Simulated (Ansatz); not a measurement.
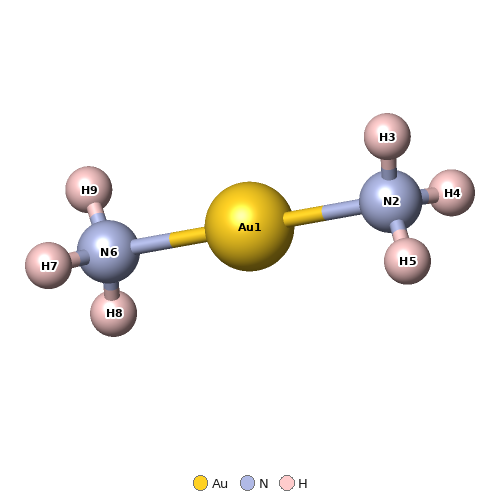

The system is [Au(NH3)2]+, charge +1; the picture shows the reference structure. First axis: angle N2–Au1–N6 (carried through 180). Second axis: change of the bonds Au1–N2, Au1–N6, all alike. Nothing is relaxed (all other coordinates rigid). Grid: 15 × 15 points. Points are written as (first, second). All energies are given in kJ/mol relative to the lowest grid point. The calculation used RHF/def2-TZVP (Ansatz).

Its coordinates:

```xyz
9

Au    0.0000    0.0000    0.0000
N    -0.0035   -0.0151    2.1142
H    -0.4103    0.8217    2.4899
H     0.9260   -0.0857    2.4856
H    -0.5280   -0.7892    2.4782
N     0.0035    0.0151   -2.1142
H    -0.9285    0.0168   -2.4861
H     0.4712   -0.7894   -2.4896
H     0.4695    0.8259   -2.4780
```

Range: angle N2–Au1–N6 (carried through 180) from 140.0 to 220.0°; change of the bonds Au1–N2, Au1–N6, all alike from −0.233 to 0.359 Å.

What will the energy surface look like?

The lowest grid point is at (180.0°, 0.021 Å). It is the only kind of minimum in the scanned range. The highest grid point, (220.0°, −0.233 Å), lies 210 kJ/mol above the lowest. Round the minimum the two coordinates are nearly uncoupled.

| second ↓, first → | 140.0 | 145.7 | 151.4 | 157.1 | 162.9 | 168.6 | 174.3 | 180.0 | 185.7 | 191.4 | 197.1 | 202.9 | 208.6 | 214.3 | 220.0 |
| --- | --- | --- | --- | --- | --- | --- | --- | --- | --- | --- | --- | --- | --- | --- | --- |
| 0.359 | 90 | 85 | 81 | 77 | 74 | 72 | 70 | 70 | 70 | 72 | 74 | 77 | 81 | 85 | 90 |
| 0.317 | 82 | 76 | 71 | 67 | 63 | 61 | 59 | 58 | 59 | 61 | 63 | 67 | 71 | 76 | 82 |
| 0.275 | 74 | 68 | 62 | 57 | 53 | 50 | 48 | 47 | 48 | 50 | 53 | 57 | 62 | 68 | 74 |
| 0.233 | 67 | 60 | 53 | 48 | 43 | 39 | 37 | 37 | 37 | 39 | 43 | 48 | 53 | 60 | 67 |
| 0.190 | 61 | 53 | 46 | 39 | 34 | 30 | 27 | 26 | 27 | 30 | 34 | 39 | 46 | 53 | 61 |
| 0.148 | 57 | 48 | 39 | 32 | 25 | 21 | 18 | 17 | 18 | 21 | 25 | 32 | 39 | 48 | 57 |
| 0.106 | 55 | 44 | 35 | 26 | 19 | 14 | 10 | 9 | 10 | 14 | 19 | 26 | 35 | 44 | 55 |
| 0.063 | 55 | 43 | 32 | 22 | 14 | 8 | 5 | 3 | 5 | 8 | 14 | 22 | 32 | 43 | 55 |
| 0.021 | 59 | 45 | 33 | 21 | 12 | 6 | 1 | 0 | 1 | 6 | 12 | 21 | 33 | 45 | 59 |
| −0.021 | 67 | 51 | 37 | 24 | 14 | 6 | 2 | 0 | 2 | 6 | 14 | 24 | 37 | 51 | 67 |
| −0.063 | 79 | 62 | 46 | 32 | 20 | 11 | 6 | 4 | 6 | 11 | 20 | 32 | 46 | 62 | 79 |
| −0.106 | 98 | 79 | 61 | 45 | 32 | 22 | 17 | 15 | 17 | 22 | 32 | 45 | 61 | 79 | 98 |
| −0.148 | 125 | 103 | 83 | 65 | 51 | 40 | 34 | 32 | 34 | 40 | 51 | 65 | 83 | 103 | 125 |
| −0.190 | 161 | 137 | 114 | 95 | 79 | 67 | 60 | 57 | 60 | 67 | 79 | 95 | 114 | 137 | 161 |
| −0.233 | 210 | 183 | 158 | 136 | 119 | 105 | 97 | 95 | 97 | 105 | 119 | 136 | 158 | 183 | 210 |

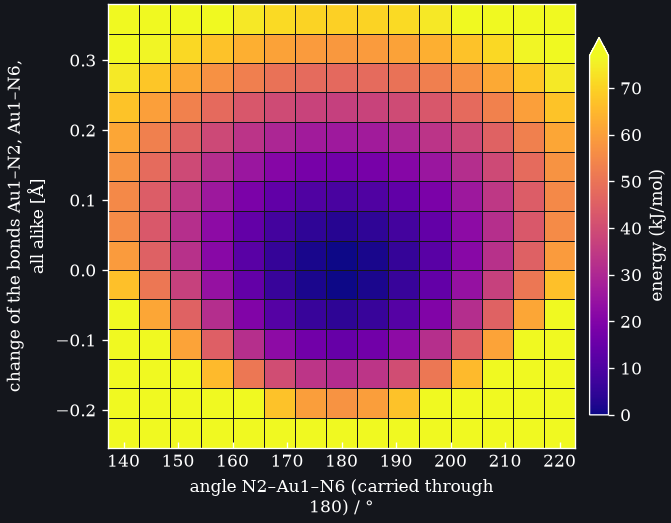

Drawn: one coloured cell a grid point, one colour for all values above the top of the scale.

Each point was launched as `ansatz run input.yaml --threads 1 --pin off --max-ram 2560MiB --backend cpu --events-out ev --progress --plain --runs-dir out`. Time for the 225 points that were run: 17 min on 1 thread of Arm Neoverse N1, with other jobs on the host.
